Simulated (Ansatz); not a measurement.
# Cu chain started as a strip of triangles: one chain at several levels of theory

Aim: how far do the period, the moment and the conductance of the Cu chain started as a strip of triangles depend on the functional, the datasets and spin-orbit coupling, and at what cost?

Program: Ansatz 0.2.0. Level of theory: DFT PBE, plane waves, PAW; relaxation of a chain's period, in the first sound run; inputs show where later runs differ. Results are calculated unless marked as measured.

**1. The structure**

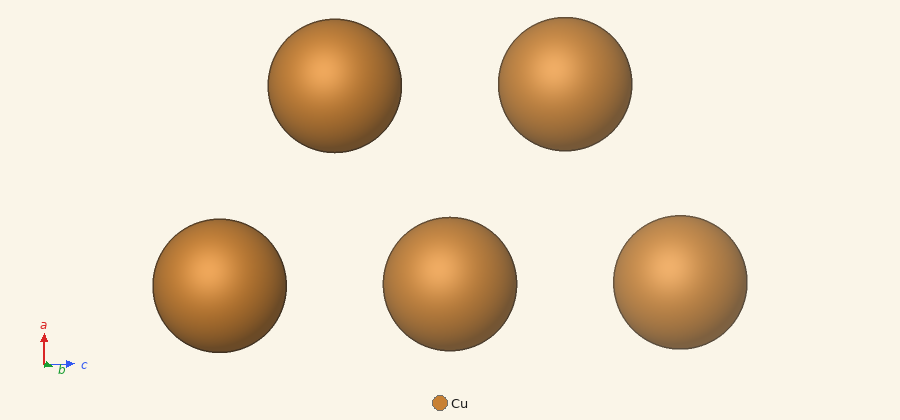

The cell as given, from the side, with the c axis across the page (copper orange). 1×1×2 cells are drawn. Some periodic images of atoms are drawn too.

The cell holds 2 atoms: 2 Cu. Cell: a = 9.000 Å, b = 7.500 Å, c = 2.583 Å, α = 90.0°, β = 90.0°, γ = 90.0°. Vacuum lies along a and b. The structure's axis is c.

**2. The relaxed wire, level PBE, cutoff 420 eV**

Band widths follow the bond lengths, so the chain is relaxed first. The atoms and the third cell vector are free; the box across stays fixed as vacuum. Moments are seeded so that a magnetic state can form if it lies lower. A Fermi-Dirac smearing is set since the result may be a metal. The pressure printed is a third of the stress's trace over the whole box, vacuum included; only the stress along the axis is relaxed.

Input file input.yaml:

```yaml
crystal:
  lattice:
    - [9.0, 0.0, 0.0]
    - [0.0, 7.5, 0.0]
    - [0.0, 0.0, 2.58324]
  atoms:
    - { symbol: Cu, position: [0.377386667, 0.5, 0.0], spin: 0.5 }
    - { symbol: Cu, position: [0.622613333, 0.5, 0.5], spin: 0.5 }
magnetization:
  spin_polarized: true
kpoints:
  mp_grid: { grid: [1, 1, 31] }
scf:
  occupations: { method: fermi_dirac, width: 0.05 }
hamiltonian:
  xc: pbe
relax:
  cell: { fix: [a, b, alpha, beta, gamma] }
  max_steps: 60
```

On the command line:

```sh
> ansatz run input.yaml --threads 4 --pin off --max-ram 8192MiB --backend cpu --events-out ev --progress --plain --runs-dir out
```

Numbers of over 12 decimals in the logs are rounded to 6 here.

The program printed:

```text
Engine: ansatz 0.2.0, aarch64-unknown-linux-gnu
Pseudopotentials: kind: paw
Pseudopotential: Cu, paw, valence charge 19, recommended cutoff 420 eV (normal), Cu.paw.azcp
Functional definition: PBE
  parameter kappa = 0.804
  parameter beta = 0.066725
  exchange = pbe_x(kappa = kappa, mu = beta*pi^2/3)
  correlation = pbe_c(beta = beta)
Crystal: 2 atoms, lattice volume = 174.369 Å³
Basis set: ecut = 420 eV, 3411 PW (Γ), exchange–correlation on 128×108×36 points (8 copies of the dense FFT grid, shifted against one another)
Bands: 24, of which v1, the nominal top of the filled ones, is band 19 counted from 1 (18 counted from 0)
Symmetry: 8 space group operations
Space group: Pmma (ITA 51), of the structure as read, at distance tolerance 5.6e-5 Å
Magnetic group: BNS 51.289 (UNI 387), of the structure as read, at distance tolerance 5.6e-5 Å
k-points: 16 of 31
Non-local potential: Cu, projectors of the file, l = 0: 3, l = 1: 2, l = 2: 3, l = 3: 1
PAW form: soft (Blöchl's): semilocal exchange-correlation on the pseudo side does not see the compensation charge
PAW one-centre angular grid: Cu, 590 points (default); XC on 64 Gauss nodes
Initial density: superposition of atomic densities (neutral atoms: chi_scale 0, normalization atom)
Starting moments: Σ|m| = 1 μB on 2 of 2 sites
Initial wavefunctions: pseudopotential atomic-orbital guess
Functional: x = pbe(κ = 0.804, μ = 0.219515), c = pbe(β = 0.066725)
SCF iter   1: F=—  HF=-13247.890347 eV  |F-HF|=—  |Δ(HF+E_count)|=         —  Δρ=4.79e-2 (↑4.79e-2 ↓1.39e-2)  dr2=4.02e0  dr2_m=6.04e-1  M=0.187 μB ∫|m|=0.295 μB  β_m=0.30  ethr=3.10e-3  ⟨swp⟩=5.7  Hψ=3577  notcnv=0
preconditioner: auto → LDOS  [metal: Δε(μ)=0.069 eV  Ē_g=5.221 eV  σ=0.050 eV  W_gap=0.33  n_scr=22 (ndim 8)  ℏωp=13.2 eV  f_vac=0.696  D(μ)=1.73/eV (n_scr^D=8)]
spin=Collinear: LDOS preconditioning applied to the charge; magnetization (m = ρ↑ − ρ↓) channel mixes plain (no charge-response kernel on spin).
SCF iter   2: F=—  HF=-13247.305083 eV  |F-HF|=—  |Δ(HF+E_count)|=   5.85e-1  Δρ=1.87e-2 (↑1.87e-2 ↓1.64e-2)  dr2=8.09e-2  dr2_m=4.70e-1  M=0.110 μB ∫|m|=0.146 μB  β_m=0.30  ethr=3.10e-3  ⟨swp⟩=2.2  Hψ=1530  notcnv=0  defer=14
SCF iter   3: F=—  HF=-13247.320711 eV  |F-HF|=—  |Δ(HF+E_count)|=   1.56e-2  Δρ=1.73e-2 (↑1.73e-2 ↓8.76e-3)  dr2=1.41e-1  dr2_m=2.56e-1  M=0.088 μB ∫|m|=0.123 μB  β_m=0.30  ethr=2.13e-4  ⟨swp⟩=2.2  Hψ=1498  notcnv=0  defer=15
SCF iter   4: F=—  HF=-13247.324788 eV  |F-HF|=—  |Δ(HF+E_count)|=   4.08e-3  Δρ=1.20e-2 (↑1.20e-2 ↓7.61e-3)  dr2=5.17e-2  dr2_m=1.48e-1  M=0.064 μB ∫|m|=0.094 μB  β_m=0.30  ethr=2.13e-4  ⟨swp⟩=2.0  Hψ=890  notcnv=0  defer=15
SCF iter   5: F=—  HF=-13247.333737 eV  |F-HF|=—  |Δ(HF+E_count)|=   8.95e-3  Δρ=7.91e-3 (↑6.83e-3 ↓7.91e-3)  dr2=3.44e-3  dr2_m=8.61e-2  M=0.049 μB ∫|m|=0.071 μB  β_m=0.30  ethr=1.36e-4  ⟨swp⟩=2.4  Hψ=1215  notcnv=0  defer=15
SCF iter   6: F=—  HF=-13247.340839 eV  |F-HF|=—  |Δ(HF+E_count)|=   7.10e-3  Δρ=5.84e-3 (↑5.21e-3 ↓5.84e-3)  dr2=1.56e-3  dr2_m=4.85e-2  M=0.038 μB ∫|m|=0.056 μB  β_m=0.30  ethr=9.05e-6  ⟨swp⟩=2.0  Hψ=1107  notcnv=0  defer=15
Mixer restart at iter 6: flushing history
spin-set hold released at iteration 6 (site moments contracting): the magnetisation degrees of freedom join the quasi-Newton model from the next iteration; the mixer history was flushed
SCF iter   7: F=—  HF=-13247.344000 eV  |F-HF|=—  |Δ(HF+E_count)|=   3.16e-3  Δρ=4.30e-3 (↑4.01e-3 ↓4.30e-3)  dr2=8.49e-4  dr2_m=2.75e-2  M=0.030 μB ∫|m|=0.045 μB  β_m=0.65  ethr=4.10e-6  ⟨swp⟩=1.9  Hψ=974  notcnv=0  defer=15
SCF iter   8: F=—  HF=-13247.348388 eV  |F-HF|=—  |Δ(HF+E_count)|=   4.39e-3  Δρ=5.92e-4 (↑4.60e-4 ↓5.92e-4)  dr2=1.06e-3  dr2_m=1.54e-5  M=0.003 μB ∫|m|=0.007 μB  β_m=0.51  ethr=2.24e-6  ⟨swp⟩=2.0  Hψ=1367  notcnv=0  defer=15
SCF iter   9: F=—  HF=-13247.348180 eV  |F-HF|=—  |Δ(HF+E_count)|=   2.08e-4  Δρ=2.17e-4 (↑2.17e-4 ↓1.63e-4)  dr2=1.42e-4  dr2_m=8.28e-6  M=0.003 μB ∫|m|=0.006 μB  β_m=0.51  ethr=2.24e-6  ⟨swp⟩=2.1  Hψ=1238  notcnv=0  defer=15
SCF iter  10: F=—  HF=-13247.348179 eV  |F-HF|=—  |Δ(HF+E_count)|=   6.38e-7  Δρ=8.80e-5 (↑8.80e-5 ↓5.97e-5)  dr2=2.19e-5  dr2_m=3.04e-6  M=0.002 μB ∫|m|=0.004 μB  β_m=0.76  ethr=3.73e-7  ⟨swp⟩=2.1  Hψ=1005  notcnv=0  defer=15
SCF iter  11: F=—  HF=-13247.348194 eV  |F-HF|=—  |Δ(HF+E_count)|=   1.46e-5  Δρ=2.78e-5 (↑2.78e-5 ↓1.60e-5)  dr2=2.30e-6  dr2_m=2.04e-7  M=0.001 μB ∫|m|=0.002 μB  β_m=0.66  ethr=5.77e-8  ⟨swp⟩=2.0  Hψ=1101  notcnv=0  defer=15
SCF iter  12: F=—  HF=-13247.348194 eV  |F-HF|=—  |Δ(HF+E_count)|=   4.08e-7  Δρ=7.01e-6 (↑7.01e-6 ↓6.98e-6)  dr2=1.27e-7  dr2_m=6.19e-8  M=0.001 μB ∫|m|=0.001 μB  β_m=0.83  ethr=6.05e-9  ⟨swp⟩=2.0  Hψ=1100  notcnv=0  defer=15
SCF iter  13: F=—  HF=-13247.348195 eV  |F-HF|=—  |Δ(HF+E_count)|=   3.98e-7  Δρ=2.50e-6 (↑2.50e-6 ↓2.12e-6)  dr2=4.83e-9  dr2_m=5.68e-9  M=0.000 μB ∫|m|=0.000 μB  β_m=0.91  ethr=2.63e-10  ⟨swp⟩=4.0  Hψ=2477  notcnv=0
SCF iter  14: F=—  HF=-13247.348195 eV  |F-HF|=—  |Δ(HF+E_count)|=   3.02e-8  Δρ=1.39e-6 (↑9.82e-7 ↓1.39e-6)  dr2=2.85e-9  dr2_m=1.21e-9  M=0.000 μB ∫|m|=0.000 μB  β_m=0.95  ethr=1.27e-11  ⟨swp⟩=3.3  Hψ=2114  notcnv=0
SCF iter  15: F=—  HF=-13247.348195 eV  |F-HF|=—  |Δ(HF+E_count)|=   6.41e-9  Δρ=3.55e-7 (↑3.55e-7 ↓3.47e-7)  dr2=2.86e-11  dr2_m=1.95e-10  M=0.000 μB ∫|m|=0.000 μB  β_m=0.98  ethr=7.49e-12  ⟨swp⟩=3.0  Hψ=1858  notcnv=0
SCF iter  16: F=-13247.348195 eV  HF=-13247.348195 eV  |F-HF|=3.64e-11  |Δ(HF+E_count)|=   1.14e-9  Δρ=1.04e-7 (↑8.74e-8 ↓1.04e-7)  dr2=3.16e-12  dr2_m=1.37e-11  M=0.000 μB ∫|m|=0.000 μB  ethr=1.00e-12  ⟨swp⟩=2.4  Hψ=1527  notcnv=0
WARN: the starting moments were not kept: the SCF closed with an absolute magnetisation of 1.5e-5 μB, where they sum to 1 μB in size (2 sites). That is at most 0.1 of that sum. Measured as dr2_m measures the in/out step, that magnetisation stands 1.9e-11 eV from none, at or under the dr2_threshold of 1.0e-7 eV: it is no larger than a step whose dr2_m would equal this threshold. The system may hold no moment; this SCF [...]
SCF 1 converged in 16 iterations: F = -13247.348195 eV  dr2 = 3.16e-12
  greatest PAW one-centre occupation: 1.000 electrons in one spin orbital (limit 2), on the Cu atom at site 1 (counted from 0), in its partial waves of l = 0
relax step   1: F+E_penalty+E_count = -13247.34819466 eV  Δ(F+E_penalty+E_count) = +0.000e0 eV  max|allowed force component| = 8.083e-1 eV/Å  Δτ_max = 0.0000 Å  P = -1.629 GPa  Ω = 174.369 Å³  fix = [a, b, alpha, beta, gamma]  reactions: a -1.508, b -0.127 GPa  (16 SCF iters, dr2 threshold 1.00e-7 eV, accepted)
[...]
SCF iter   9: F=-13247.570982 eV  HF=-13247.570982 eV  |F-HF|=1.36e-9  |Δ(HF+E_count)|=   2.87e-9  Δρ=3.63e-7 (↑2.40e-7 ↓3.63e-7)  dr2=6.65e-10  dr2_m=2.57e-11  M=-0.000 μB ∫|m|=0.000 μB  ethr=4.18e-11  ⟨swp⟩=2.0  Hψ=2254  notcnv=0
the starting moments were not kept: the SCF closed with an absolute magnetisation of 7.0e-6 μB, where they sum to 1 μB in size (2 sites). That is at most 0.1 of that sum. Measured as dr2_m measures the in/out step, that magnetisation stands 1.0e-11 eV from none, at or under the dr2_threshold of 2.0e-7 eV: it is no larger than a step whose dr2_m would equal this threshold.
SCF 3 converged in 9 iterations: F = -13247.570982 eV  dr2 = 6.65e-10
relax step   3: F+E_penalty+E_count = -13247.57098192 eV  Δ(F+E_penalty+E_count) = -6.069e-2 eV  max|allowed force component| = 2.883e-1 eV/Å  Δτ_max = 0.0396 Å  P = +0.321 GPa  Ω = 159.774 Å³  energy of the carried Pulay correction = +1.490e-3 eV  fix = [a, b, alpha, beta, gamma]  reactions: a +0.726, b -0.122 GPa  (9 SCF iters, dr2 threshold 2.00e-7 eV, accepted)
[...]
relax step   4: F+E_penalty+E_count = -13247.57735138 eV  Δ(F+E_penalty+E_count) = -6.369e-3 eV  max|allowed force component| = 1.950e-2 eV/Å  Δτ_max = 0.0229 Å  P = -0.041 GPa  Ω = 160.452 Å³  energy of the carried Pulay correction = +1.418e-3 eV  fix = [a, b, alpha, beta, gamma]  reactions: a +0.102, b -0.124 GPa  (8 SCF iters, dr2 threshold 2.00e-7 eV, accepted)
[...]
relax step   5: F+E_penalty+E_count = -13247.57749571 eV  Δ(F+E_penalty+E_count) = -1.443e-4 eV  max|allowed force component| = 2.621e-3 eV/Å  Δτ_max = 0.0007 Å  P = +0.007 GPa  Ω = 160.134 Å³  energy of the carried Pulay correction = +1.451e-3 eV  fix = [a, b, alpha, beta, gamma]  reactions: a +0.138, b -0.124 GPa  (7 SCF iters, dr2 threshold 2.63e-8 eV, accepted)
Basis set: ecut = 420 eV, 3085 PW (Γ), exchange–correlation on 128×108×32 points (8 copies of the dense FFT grid, shifted against one another)
Initial wavefunctions: pseudopotential atomic-orbital guess (no wavefunctions were taken with the density)
iter 1 solved again at ethr=1.02e-6 eV; its pass at ethr=3.10e-3 eV (dr2=3.86e-4 eV) is discarded
SCF iter   1: F=—  HF=-13247.575222 eV  |F-HF|=—  |Δ(HF+E_count)|=         —  Δρ=7.21e-5 (↑7.21e-5 ↓7.21e-5)  dr2=5.61e-6  dr2_m=2.10e-12  M=-0.000 μB ∫|m|=0.000 μB  β_m=0.30  ethr=1.02e-6  ⟨swp⟩=2.9  Hψ=5276  notcnv=0
preconditioner: auto → Resta (q_TF=auto, 2.147 Å⁻¹)  ε∞=5.6  [insulator: Δε(μ)=0.189 eV  Ē_g=6.414 eV  σ=0.050 eV  W_gap=0.53  n_scr=22 (ndim 8)  ℏωp=13.8 eV  f_vac=0.711  D(μ)=0.93/eV (n_scr^D=4)  ε∞_Penn≈5.6  vacuum switching on, ρ_ref=3.0e-3 e/Å³]
spin=Collinear: Resta preconditioning applied to the charge; magnetization (m = ρ↑ − ρ↓) channel mixes plain (no charge-response kernel on spin).
SCF iter   2: F=—  HF=-13247.575226 eV  |F-HF|=—  |Δ(HF+E_count)|=   4.92e-6  Δρ=7.88e-5 (↑7.88e-5 ↓7.87e-5)  dr2=1.79e-5  dr2_m=1.05e-12  M=-0.000 μB ∫|m|=0.000 μB  β_m=0.52  ethr=1.48e-8  ⟨swp⟩=2.0  Hψ=1322  notcnv=0
SCF iter   3: F=—  HF=-13247.575231 eV  |F-HF|=—  |Δ(HF+E_count)|=   4.21e-6  Δρ=2.73e-5 (↑2.73e-5 ↓2.73e-5)  dr2=7.72e-7  dr2_m=3.23e-13  M=0.000 μB ∫|m|=0.000 μB  β_m=0.65  ethr=1.48e-8  ⟨swp⟩=2.0  Hψ=1114  notcnv=0
SCF iter   4: F=—  HF=-13247.575231 eV  |F-HF|=—  |Δ(HF+E_count)|=   4.23e-7  Δρ=5.55e-6 (↑5.55e-6 ↓5.55e-6)  dr2=7.76e-8  dr2_m=1.07e-14  M=0.000 μB ∫|m|=0.000 μB  β_m=0.83  ethr=2.03e-9  ⟨swp⟩=2.0  Hψ=1316  notcnv=0
SCF iter   5: F=—  HF=-13247.575231 eV  |F-HF|=—  |Δ(HF+E_count)|=   7.27e-8  Δρ=1.46e-6 (↑1.46e-6 ↓1.46e-6)  dr2=5.82e-9  dr2_m=9.54e-16  M=-0.000 μB ∫|m|=0.000 μB  β_m=0.91  ethr=2.04e-10  ⟨swp⟩=2.0  Hψ=1122  notcnv=0
SCF iter   6: F=—  HF=-13247.575231 eV  |F-HF|=—  |Δ(HF+E_count)|=   2.26e-9  Δρ=9.44e-8 (↑9.44e-8 ↓9.42e-8)  dr2=5.69e-11  dr2_m=7.26e-17  M=-0.000 μB ∫|m|=0.000 μB  β_m=0.96  ethr=1.53e-11  ⟨swp⟩=2.0  Hψ=1104  notcnv=0
SCF iter   7: F=-13247.575231 eV  HF=-13247.575231 eV  |F-HF|=5.46e-12  |Δ(HF+E_count)|=   1.38e-7  Δρ=4.19e-8 (↑4.19e-8 ↓4.19e-8)  dr2=1.32e-11  dr2_m=9.90e-18  M=-0.000 μB ∫|m|=0.000 μB  ethr=1.00e-12  ⟨swp⟩=6.0  Hψ=3528  notcnv=0
the starting moments were not kept: the SCF closed with an absolute magnetisation of 7.8e-9 μB, where they sum to 1 μB in size (2 sites). That is at most 0.1 of that sum. Measured as dr2_m measures the in/out step, that magnetisation stands 5.8e-18 eV from none, at or under the dr2_threshold of 2.0e-11 eV: it is no larger than a step whose dr2_m would equal this threshold.
SCF 6 converged in 7 iterations: F = -13247.575231 eV  dr2 = 1.32e-11
relax step   6: F+E_penalty+E_count = -13247.57523103 eV  Δ(F+E_penalty+E_count) = +2.265e-3 eV  max|allowed force component| = 2.634e-3 eV/Å  Δτ_max = 0.0000 Å  P = +0.011 GPa  Ω = 160.134 Å³  fix = [a, b, alpha, beta, gamma]  reactions: a +0.144, b -0.124 GPa  stress off target by 1.30e-2 GPa on what of the cell is left free  SCF on the basis re-selected at this cell (its energy is not comparable with the rows above)  (7 SCF iters)
basis re-selected at this cell: Δ(F+E_penalty+E_count) = +2.265e-3 eV, ΔP = +0.004 GPa vs the last step (what re-selecting the basis moved, of the pressure what is left beyond the Pulay correction that the steps carried, after the strain that the cell walked since its last selection, with what the two solves' SCF thresholds leave and, on support functions, any second-order correction that the steps lacked; it is no measure of the basis error at this ecutwfc). The dense FFT grid was sized anew with the basis: this SCF ran on 64×54×16 points, the steps before it on 64×54×18, so part of this shift can come from that change (see relax.cell in the input reference). [rest of the remark cut]
SCF converged after 7 iterations
Magnetization: -0.0000 μB (19.0000 up, 19.0000 down)
Absolute magnetization: 0.0000 μB (∫|ρ↑−ρ↓|, with the PAW one-centre terms)
Spin contamination: 0.0000 ħ² per cell (⟨S²⟩ above its minimum at these occupations)
Per-site moments (μB) at R_I (Å): [(-2.9264890514716836e-10, 0.978595), (-2.9264894201494027e-10, 0.978595)]
Free energy (F): -13247.575231 eV
Harris-Foulkes:  -13247.575231 eV  (|F-HF|=5.46e-12)
Internal energy: -13247.567725 eV  (E = F + TS)
E sigma→0 (E₀):  -13247.571478 eV
Entropy (-TS):   -0.007506 eV (-3.753 meV/atom)
Fermi energy:    -1.441356 eV
--- Per-component energies (eV) ---
  E_band       = -1369.922281
  E_kinetic    = 600.001625
  E_local      = -20438.618915  (includes V_loc(G=0)·N_el)
  E_nonlocal   = 792.823727
  E_hartree    = 9413.368894
  E_xc         = -174.171721
  E_vxc        = -224.204407  (∫ρ·V_xc dr)
  E_paw        = -3338.120047  (= ΣΔE_a)
  E_vpaw       = -926.663164  (= ΣTr[D̂ρ^β])
  E_aug_tail   = 0.000566  (compensation charges beyond the density's cutoff)
  E_ewald      = -102.851855
  E_smearing   = -0.007506  (= −TS)
  E_closure    = -0.000000  (closes the sum)
  Σ components = -13247.575231   (vs F -13247.575231, Δ=0.00e0)
--- Forces (eV/Å), atoms counted from 1 ---
  atom   1  Cu     0.00263388     0.00000000     0.00000000
  atom   2  Cu    -0.00263388     0.00000000     0.00000000
  max |Σ_I F_I| component: 4.34e-19 eV/Å
--- Stress (GPa, compression-positive) ---
        0.144242       0.000000       0.000000
        0.000000      -0.124211       0.000000
        0.000000       0.000000       0.012971
  P = ⅓ Tr σ = 0.0110 GPa (0.110 kbar)
--- Relaxed structure (5 steps of the walk, 5 accepted, 1 SCFs on fresh bases) ---
  F+E_penalty+E_count = -13247.57523103 eV   max|allowed force component| = 2.634e-3 eV/Å   (the final SCF, on the basis selected at the relaxed cell)
  cell:  # Å, volume = 160.1338 Å³
    - [9.0, 0.0, 0.0]
    - [0.0, 7.5, 0.0]
    - [0.0, 0.0, 2.372352]
  atoms:
    - { symbol: Cu, position: [0.384466, 0.5, 0.0] }
    - { symbol: Cu, position: [0.615534, 0.5, 0.5] }
```

The job ended after 12 s (4 threads of Arm Neoverse V2, shared host; peak memory 0.49 GiB).

The steps of the relaxation:

```tsv
step	energy less that of the first step (eV)	largest force component (eV/Å)	pressure (GPa)	volume (Å³)
1	0.0000	0.8083	-1.63	174.37
2	-0.1621	0.3988	-0.97	168.28
3	-0.2228	0.2883	0.32	159.77
4	-0.2292	0.0195	-0.04	160.45
5	-0.2293	0.0026	0.01	160.13
6*	-0.2270	0.0026	0.01	160.13
```

Relaxation steps marked * repeat the geometry before them on a plane-wave basis chosen anew for their cell, so energy and pressure can jump there.

Forces are held to the 8 operations that the run works with; a distortion that breaks them can't arise in this run.

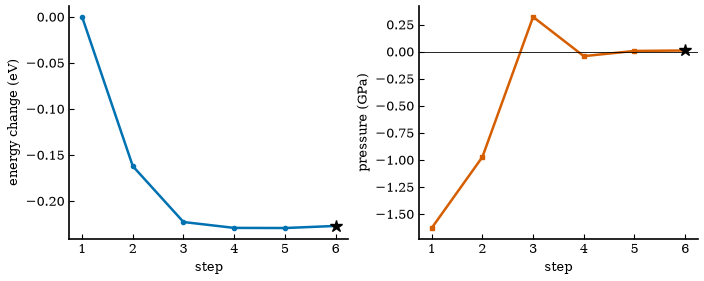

Energy and pressure along the relaxation. Stars mark steps on a basis chosen anew.

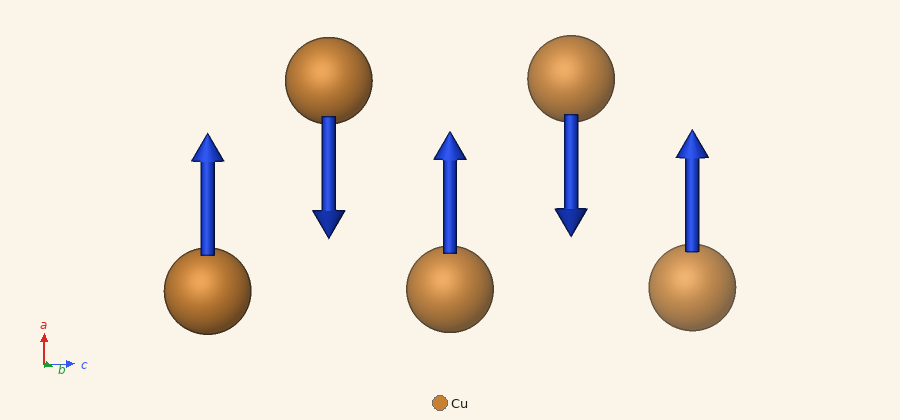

Displacements in the relaxation, exaggerated, measured against the changing cell; the longest in the cell stands for 0.06 Å. 1×1×2 cells are drawn. Some periodic images of atoms are drawn too.

```tsv
cell as run	before	after	change
c (Å)	2.583	2.372	-8.2 %
```

The atoms that moved most (Å, along periodic axes as changes of fractional coordinates times the final cell, across vacuum about the mean position):

```tsv
atom	dx	dy	dz	length
Cu1	0.064	0.000	0.000	0.064
Cu2	-0.064	0.000	0.000	0.064
```

Final coordinates:

```cif
data_structure
_symmetry_space_group_name_H-M 'P 1'
_symmetry_Int_Tables_number 1
_cell_length_a 9.0000
_cell_length_b 7.5000
_cell_length_c 2.3724
_cell_angle_alpha 90.000
_cell_angle_beta 90.000
_cell_angle_gamma 90.000
_cell_volume 160.13
loop_
_atom_site_label
_atom_site_type_symbol
_atom_site_fract_x
_atom_site_fract_y
_atom_site_fract_z
_atom_site_occupancy
Cu1 Cu 0.38447 0.50000 0.00000 1
Cu2 Cu 0.61553 0.50000 0.50000 1
```

This step gave:

- energy at zero smearing: -13247.5715 eV
- cell length along the wire: 2.372 Å

The cell's length comes to 2.372 Å with no moment.

[end of part 1 of 3]

[Logs are printed without paths, hosts, clocks, repeated set-up lines and the standing remarks that a program may print on its own settings, such as how far it seeks lower states.]

[Hosts, paths, dates, database ids (printed as entryN), source tags and the programs' standing remarks are cut or masked in the printed files.]
